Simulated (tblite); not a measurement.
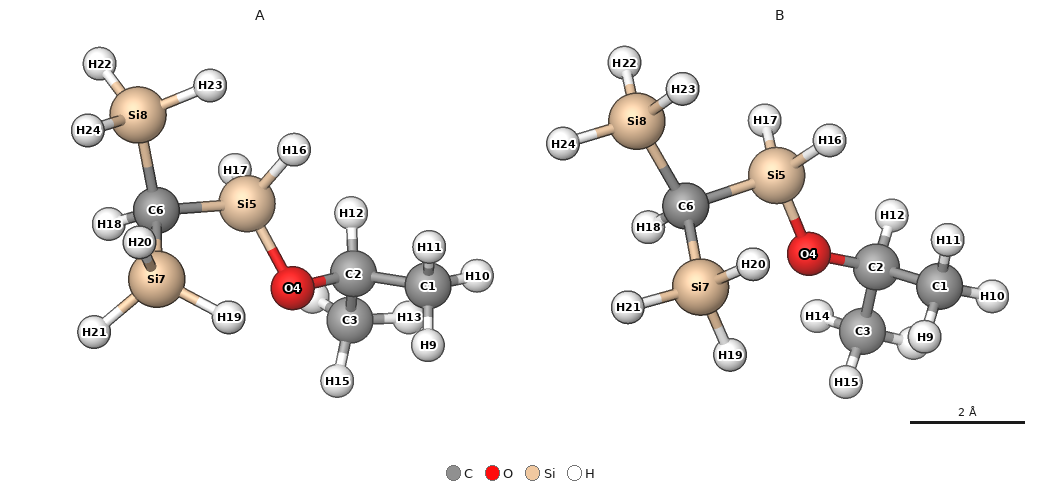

Two geometries of C₄H₁₆OSi₃, drawn at one scale. One is the start of a relaxation, the other its converged end. The picture is a ball-and-stick view, seen from a free direction.

Level of theory: GFN2-xTB geometry optimisation, gas phase (tblite 0.8.0). 

### Which of the two is the end point?

Structure B is the relaxed one. After 219 geometry steps the energy has fallen by 96.4 kJ/mol. The largest move after the best rigid fit is that of H20, 1.75 Å. By element the largest moves are H 1.75 Å, O 0.69 Å, Si 0.53 Å, C 0.26 Å. Near-neighbour distances that change, for instance: O4–Si5 1.713 → 1.615 Å, C3–H13 1.141 → 1.087 Å, Si5–C6 1.838 → 1.889 Å, C6–Si7 1.860 → 1.901 Å. Among the angles between lasting bonds that change: C2–O4–Si5 106.2° → 129.0°, O4–Si5–C6 114.6° → 102.8°, Si7–C6–Si8 105.2° → 113.5°. Groups turn about C6–Si7 by about 65°, C2–O4 by about 25°, C6–Si8 by about 25°.
